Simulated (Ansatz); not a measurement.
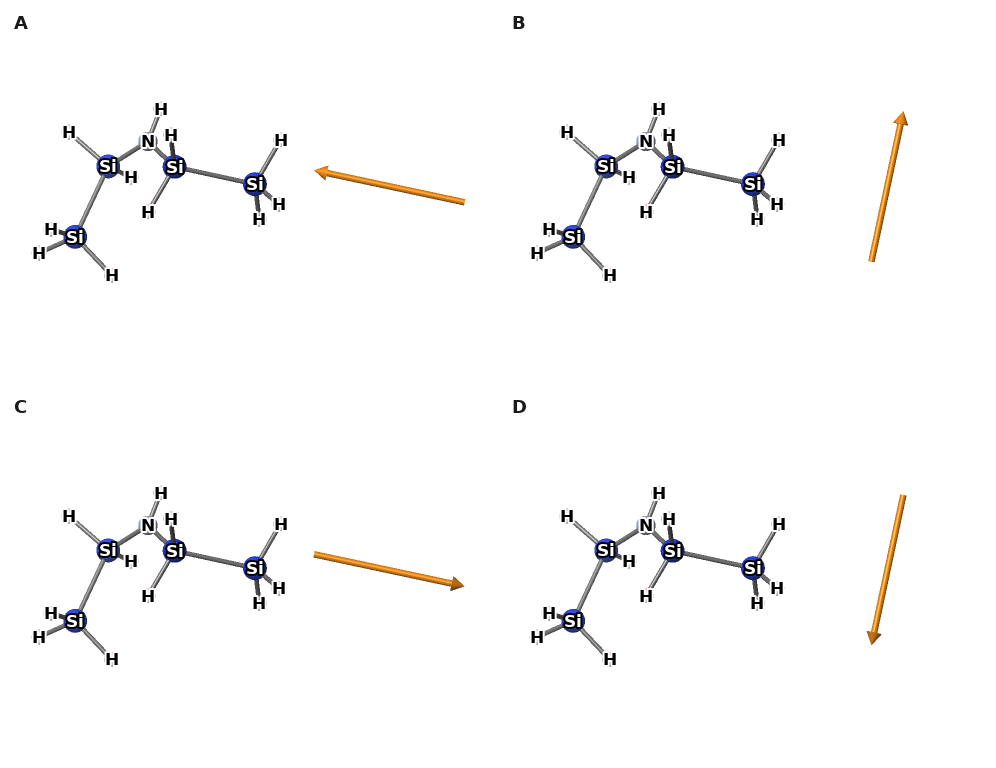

The same molecule four times, each with an arrow. Computed geometry: PBE-D4/def2-SVP optimisation. No frequency run is at hand to confirm it as a minimum. Properties computed with RKS PBE-D4/def2-SVP (Ansatz 0.2.0).

### Which arrow points along the dipole moment, from the negative to the positive end?

B. The dipole moment is 0.95 D.
